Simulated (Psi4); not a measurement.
Frequency calculation of S₂ (part 3 of 4)

The same run, continued: S₂ (sulfur dimer), multiplicity 3; M11-L/pcseg-1, UKS (Psi4 1.11). 

Geometry of the input (Å):
```
S  0.0000  0.0000  0.0000
S  0.0000  0.0000  1.8892
```

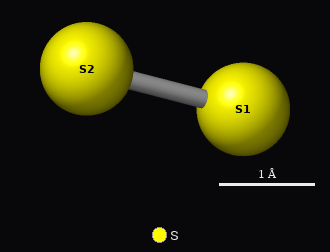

**Figure 1.** The structure (ball-and-stick view, seen at a tilt; atoms are numbered from 1 in the order of the input).

**What the program printed, continued**
```
   @DF-UKS iter SAD:  -795.99352042592750   -7.95994e+02   0.00000e+00
   @DF-UKS iter   1:  -796.12437406280810   -1.30854e-01   1.03665e-02 DIIS/ADIIS
   @DF-UKS iter   2:  -796.13184562092124   -7.47156e-03   9.25061e-03 DIIS/ADIIS
   @DF-UKS iter   3:  -796.15519739554043   -2.33518e-02   8.66226e-04 DIIS/ADIIS
   @DF-UKS iter   4:  -796.15538501803883   -1.87622e-04   8.66423e-05 DIIS
   @DF-UKS iter   5:  -796.15538783853231   -2.82049e-06   1.16147e-05 DIIS
   @DF-UKS iter   6:  -796.15538789791583   -5.93835e-08   1.43020e-06 DIIS
   @DF-UKS iter   7:  -796.15538789903997   -1.12414e-09   4.88359e-08 DIIS
   @DF-UKS iter   8:  -796.15538789904110   -1.13687e-12   3.16354e-09 DIIS
  Energy and wave function converged.

  ==> Post-Iterations <==

   Electrons on quadrature grid:
      Nalpha   =   17.0000012364 ; deviation = 1.236e-06
      Nbeta    =   15.0000007963 ; deviation = 7.963e-07
      Ntotal   =   32.0000020327 ; deviation = 2.033e-06

   @Spin Contamination Metric:   3.357572428E-03
   @S^2 Expected:                2.000000000E+00
   @S^2 Observed:                2.003357572E+00
   @S   Expected:                1.000000000E+00
   @S   Observed:                1.000000000E+00

    Final Occupation by Irrep:
             Ag    Bg    Au    Bu
    DOCC [     6,    1,    2,    6 ]
    SOCC [     1,    1,    0,    0 ]
    NA   [     7,    2,    2,    6 ]
    NB   [     6,    1,    2,    6 ]

  @DF-UKS Final Energy:  -796.15538789904110

   => Energetics <=

    Nuclear Repulsion Energy =             71.7072611985419996
    One-Electron Energy =               -1242.8450190359062617
    Two-Electron Energy =                 426.2296002580708318
    DFT Exchange-Correlation Energy =     -51.2472303197476862
    Empirical Dispersion Energy =           0.0000000000000000
    VV10 Nonlocal Energy =                  0.0000000000000000
    Total Energy =                       -796.1553878990411022

  UHF NO Occupations:
  HONO-2 :    6 Bu 1.9994518
  HONO-1 :    2 Bg 1.0000000
  HONO-0 :    7 Ag 1.0000000
  LUNO+0 :    3 Au 0.0005482
  LUNO+1 :    7 Bu 0.0005482
  LUNO+2 :    8 Ag 0.0002432
  LUNO+3 :    8 Bu 0.0001970

Computation Completed

Properties will be evaluated at   0.000000,   0.000000,   0.000000 [a0]

Properties computed using the SCF density matrix

 Multipole Moments:

 ------------------------------------------------------------------------------------
     Multipole            Electronic (a.u.)      Nuclear  (a.u.)        Total (a.u.)
 ------------------------------------------------------------------------------------

 L = 1.  Multiply by 2.5417464519 to convert [e a0] to [Debye]
 Dipole X            :          0.0000000            0.0000000            0.0000000
 Dipole Y            :          0.0000000            0.0000000            0.0000000
 Dipole Z            :          0.0000000            0.0000000            0.0000000
 Magnitude           :                                                    0.0000000

 ------------------------------------------------------------------------------------

	total time  =          1 seconds =       0.02 minutes

         ------------------------------------------------------------
                                   SCF GRAD
         ------------------------------------------------------------

  ==> Geometry <==

    Molecular point group: c2h
    Full point group: D_inf_h

    Geometry (in Bohr), charge = 0, multiplicity = 3:

       Center              X                  Y                   Z               Mass
    ------------   -----------------  -----------------  -----------------  -----------------
         S           -0.000625272921     0.000000000000    -1.785035295000    31.972071174400
         S            0.000625272921     0.000000000000     1.785035295000    31.972071174400

  Nuclear repulsion =   71.707261198542000

   => Molecular Quadrature <=

    Radial Scheme          =       TREUTLER
    Pruning Scheme         =           NONE
    Nuclear Scheme         =       TREUTLER

    Blocking Scheme        =         OCTREE
    BS radius alpha        =              1
    Pruning alpha          =              1
    Radial Points          =             75
    Spherical Points       =            302
    Total Points           =          41378
    Total Blocks           =            378
    Max Points             =            253
    Max Functions          =             35
    Weights Tolerance      =       1.00E-15

  -Total Gradient:
     Atom            X                  Y                   Z
    ------   -----------------  -----------------  -----------------
       1        0.000001516914     0.000000000000     0.004330500827
       2       -0.000001516914    -0.000000000000    -0.004330500827

	total time  =          1 seconds =       0.02 minutes

    Psi4 run time: 0:00:01.74

    -----------------------------------------------------------------------
                               Psi4 1.11 release

    h
    h
    h

    -----------------------------------------------------------------------

    Memory:     1.5 GiB
    Threads:    1
                ecpint, einsums, f̶o̶r̶t̶e̶, gauxc, gcp, g̶d̶m̶a̶, geometric, g̶p̶u̶_̶d̶f̶c̶c̶,
                i̶n̶t̶e̶g̶r̶a̶t̶o̶r̶x̶x̶, i̶p̶i̶, libefp, m̶d̶i̶, m̶p̶2̶d̶, m̶r̶c̶c̶, ooo,
                o̶p̶e̶n̶f̶e̶r̶m̶i̶o̶n̶p̶s̶i̶4̶, pcmsolver, p̶s̶i̶4̶f̶o̶c̶k̶c̶i̶, p̶s̶i̶x̶a̶s̶,
                p̶y̶e̶i̶n̶s̶u̶m̶s̶, r̶e̶s̶p̶, s̶i̶m̶i̶n̶t̶, s̶n̶s̶m̶p̶2̶,
                v̶2̶r̶d̶m̶_̶c̶a̶s̶s̶c̶f̶

gradient() will perform analytic gradient computation.

  ==> Geometry <==

    Molecular point group: c2h
    Full point group: D_inf_h

    Geometry (in Bohr), charge = 0, multiplicity = 3:

       Center              X                  Y                   Z               Mass
    ------------   -----------------  -----------------  -----------------  -----------------
         S            0.000000000000    -0.000625272921    -1.785035295000    31.972071174400
         S            0.000000000000     0.000625272921     1.785035295000    31.972071174400

  Running in c2h symmetry.

  Rotational constants: A = ************  B =      0.29546  C =      0.29546 [cm^-1]
  Rotational constants: A = ************  B =   8857.69044  C =   8857.69044 [MHz]
  Nuclear repulsion =   71.707261198542000

  Charge       = 0
  Multiplicity = 3
  Electrons    = 32
  Nalpha       = 17
  Nbeta        = 15

   => Molecular Quadrature <=

    Radial Scheme          =       TREUTLER
    Pruning Scheme         =           NONE
    Nuclear Scheme         =       TREUTLER

    Blocking Scheme        =         OCTREE
    BS radius alpha        =              1
    Pruning alpha          =              1
    Radial Points          =             75
    Spherical Points       =            302
    Total Points           =          41378
    Total Blocks           =            380
    Max Points             =            255
    Max Functions          =             35
    Weights Tolerance      =       1.00E-15

   => Auxiliary Basis Set <=

  Basis Set: (PCSEG-1 AUX)
    Blend: DEF2-UNIVERSAL-JKFIT
    Number of shells: 76
    Number of basis functions: 256
    Number of Cartesian functions: 310
    Spherical Harmonics?: true
    Max angular momentum: 4

  Cached 100.0% of DFT collocation blocks in 0.096 [GiB].

  Minimum eigenvalue in the overlap matrix is 3.0969932844E-02.
  Reciprocal condition number of the overlap matrix is 1.0509815447E-02.
    Using symmetric orthogonalization.

  ==> Iterations <==

                           Total Energy        Delta E     RMS |[F,P]|

   @DF-UKS iter SAD:  -795.99352042597354   -7.95994e+02   0.00000e+00
   @DF-UKS iter   1:  -796.12437406285426   -1.30854e-01   1.03665e-02 DIIS/ADIIS
   @DF-UKS iter   2:  -796.13184562096762   -7.47156e-03   9.25061e-03 DIIS/ADIIS
   @DF-UKS iter   3:  -796.15519739558692   -2.33518e-02   8.66226e-04 DIIS/ADIIS
   @DF-UKS iter   4:  -796.15538501808555   -1.87622e-04   8.66423e-05 DIIS
   @DF-UKS iter   5:  -796.15538783857858   -2.82049e-06   1.16147e-05 DIIS
   @DF-UKS iter   6:  -796.15538789796210   -5.93835e-08   1.43020e-06 DIIS
   @DF-UKS iter   7:  -796.15538789908658   -1.12448e-09   4.88359e-08 DIIS
   @DF-UKS iter   8:  -796.15538789908783   -1.25056e-12   3.16354e-09 DIIS
  Energy and wave function converged.

  ==> Post-Iterations <==

   Electrons on quadrature grid:
      Nalpha   =   17.0000012364 ; deviation = 1.236e-06
      Nbeta    =   15.0000007963 ; deviation = 7.963e-07
      Ntotal   =   32.0000020327 ; deviation = 2.033e-06

   @Spin Contamination Metric:   3.357572428E-03
   @S^2 Expected:                2.000000000E+00
   @S^2 Observed:                2.003357572E+00
   @S   Expected:                1.000000000E+00
   @S   Observed:                1.000000000E+00

    Orbital Energies [Eh]
    ---------------------

    Alpha Occupied:

       1Bu   -89.338278     1Ag   -89.338278     2Bu    -8.375416
       2Ag    -8.375217     3Bu    -5.924638     1Au    -5.924638
       3Ag    -5.924575     1Bg    -5.924575     4Ag    -5.923829
       4Bu    -5.923043     5Ag    -0.843327     5Bu    -0.626427
       6Ag    -0.397289     6Bu    -0.357223     2Au    -0.357223
       2Bg    -0.225658     7Ag    -0.225658

    Alpha Virtual:

       7Bu    -0.051761     8Ag     0.162137     3Au     0.218432
       8Bu     0.218432     9Bu     0.225698     9Ag     0.249637
      10Ag     0.263136     3Bg     0.263136     4Au     0.395975
      10Bu     0.395975    11Bu     0.474784    11Ag     0.502689
       4Bg     0.502735     5Au     0.592317    12Bu     0.592322
      12Ag     0.654057     5Bg     0.813194    13Ag     0.813194
      13Bu     1.156967

    Beta Occupied:

       1Bu   -89.335430     1Ag   -89.335430     2Bu    -8.370655
       2Ag    -8.370468     3Ag    -5.922554     3Bu    -5.921766
       4Bu    -5.912201     1Au    -5.912201     4Ag    -5.912143
       1Bg    -5.912143     5Ag    -0.812494     5Bu    -0.573175
       6Ag    -0.352521     6Bu    -0.320929     2Au    -0.320929

    Beta Virtual:

       2Bg    -0.179805     7Ag    -0.179805     7Bu    -0.024796
       8Ag     0.159644     8Bu     0.242910     3Au     0.246069
       9Bu     0.246069     9Ag     0.265405    10Ag     0.303488
       3Bg     0.303488     4Au     0.444928    10Bu     0.444928
      11Bu     0.507520    11Ag     0.582068     4Bg     0.582102
       5Au     0.675118    12Bu     0.675119    12Ag     0.681559
       5Bg     0.855443    13Ag     0.855443    13Bu     1.190938

    Final Occupation by Irrep:
             Ag    Bg    Au    Bu
    DOCC [     6,    1,    2,    6 ]
    SOCC [     1,    1,    0,    0 ]
    NA   [     7,    2,    2,    6 ]
    NB   [     6,    1,    2,    6 ]

  @DF-UKS Final Energy:  -796.15538789908783

   => Energetics <=

    Nuclear Repulsion Energy =             71.7072611985419996
    One-Electron Energy =               -1242.8450190359328644
    Two-Electron Energy =                 426.2296002580526419
    DFT Exchange-Correlation Energy =     -51.2472303197496686
    Empirical Dispersion Energy =           0.0000000000000000
    VV10 Nonlocal Energy =                  0.0000000000000000
    Total Energy =                       -796.1553878990878275

  UHF NO Occupations:
  HONO-2 :    6 Bu 1.9994518
  HONO-1 :    2 Bg 1.0000000
  HONO-0 :    7 Ag 1.0000000
  LUNO+0 :    7 Bu 0.0005482
  LUNO+1 :    3 Au 0.0005482
  LUNO+2 :    8 Ag 0.0002432
  LUNO+3 :    8 Bu 0.0001970

Computation Completed

Properties will be evaluated at   0.000000,   0.000000,   0.000000 [a0]

Properties computed using the SCF density matrix

 Multipole Moments:

 ------------------------------------------------------------------------------------
     Multipole            Electronic (a.u.)      Nuclear  (a.u.)        Total (a.u.)
 ------------------------------------------------------------------------------------

 L = 1.  Multiply by 2.5417464519 to convert [e a0] to [Debye]
 Dipole X            :          0.0000000            0.0000000            0.0000000
 Dipole Y            :          0.0000000            0.0000000            0.0000000
 Dipole Z            :          0.0000000            0.0000000            0.0000000
 Magnitude           :                                                    0.0000000

 ------------------------------------------------------------------------------------

	total time  =          1 seconds =       0.02 minutes

         ------------------------------------------------------------
                                   SCF GRAD
         ------------------------------------------------------------

  ==> Geometry <==

    Molecular point group: c2h
    Full point group: D_inf_h

    Geometry (in Bohr), charge = 0, multiplicity = 3:

       Center              X                  Y                   Z               Mass
    ------------   -----------------  -----------------  -----------------  -----------------
         S            0.000000000000    -0.000625272921    -1.785035295000    31.972071174400
         S            0.000000000000     0.000625272921     1.785035295000    31.972071174400

  Nuclear repulsion =   71.707261198542000

   => Molecular Quadrature <=

    Radial Scheme          =       TREUTLER
    Pruning Scheme         =           NONE
    Nuclear Scheme         =       TREUTLER

    Blocking Scheme        =         OCTREE
    BS radius alpha        =              1
    Pruning alpha          =              1
    Radial Points          =             75
    Spherical Points       =            302
    Total Points           =          41378
    Total Blocks           =            380
    Max Points             =            255
    Max Functions          =             35
    Weights Tolerance      =       1.00E-15

  -Total Gradient:
     Atom            X                  Y                   Z
    ------   -----------------  -----------------  -----------------
       1        0.000000000000     0.000001516914     0.004330501147
       2       -0.000000000000    -0.000001516914    -0.004330501147

	total time  =          1 seconds =       0.02 minutes

    Psi4 run time: 0:00:01.94

  //>>>>>>>>>>>>>>>>>>>>>>>>>>>>>>>>>>>//
  //      FiniteDifference Results     //
  //<<<<<<<<<<<<<<<<<<<<<<<<<<<<<<<<<<<//

  Computing second-derivative from gradients using projected,
  symmetry-adapted, cartesian coordinates.

  5 gradients passed in, including the reference geometry.
  Generating complete list of displacements from unique ones.

    Operation 2 takes plus displacements of irrep B2g to minus ones.
    Operation 2 takes plus displacements of irrep B3g to minus ones.

-------------------------------------------------------------

  ==> Harmonic Vibrational Analysis <==

  non-mass-weighted Hessian:       Symmetric? True   Hermitian? True   Lin Dep Dim?  3 (0)
  projection of translations (True) and rotations (True) removed 5 degrees of freedom (5)
  total projector:                 Symmetric? True   Hermitian? True   Lin Dep Dim?  5 (5)
  mass-weighted Hessian:           Symmetric? True   Hermitian? True   Lin Dep Dim?  3 (0)
  pre-proj  low-frequency mode:    0.0000i [cm^-1]
  pre-proj  low-frequency mode:    0.0000i [cm^-1]
  pre-proj  low-frequency mode:    0.0000i [cm^-1]
  pre-proj  low-frequency mode:    0.0000  [cm^-1]
  pre-proj  low-frequency mode:    0.0000  [cm^-1]
  pre-proj  all modes:['44.7780i' '44.7780i' '0.0000i' '0.0000' '0.0000' '739.0983']
  projected mass-weighted Hessian: Symmetric? True   Hermitian? True   Lin Dep Dim?  5 (5)
  post-proj low-frequency mode:    0.0000i [cm^-1] (TR)
  post-proj low-frequency mode:    0.0000  [cm^-1] (TR)
  post-proj low-frequency mode:    0.0000  [cm^-1] (TR)
  post-proj low-frequency mode:    0.0000  [cm^-1] (TR)
  post-proj low-frequency mode:    0.0000  [cm^-1] (TR)
  post-proj  all modes:['0.0000i' '0.0000' '0.0000' '0.0000' '0.0000' '739.0983']

  Vibration                       6
  Freq [cm^-1]                 739.0983
  Irrep                           Ag
  Reduced mass [u]             31.9721
  Force const [mDyne/A]        10.2902
  Turning point v=0 [a0]        0.0714
  RMS dev v=0 [a0 u^1/2]        0.2854
  IR activ [km/mol]             0.0000
  Char temp [K]               1063.3979
  ----------------------------------------------------------------------------------
      1   S                0.00  0.00  0.71
      2   S                0.00  0.00 -0.71

  ==> Thermochemistry Components <==
```
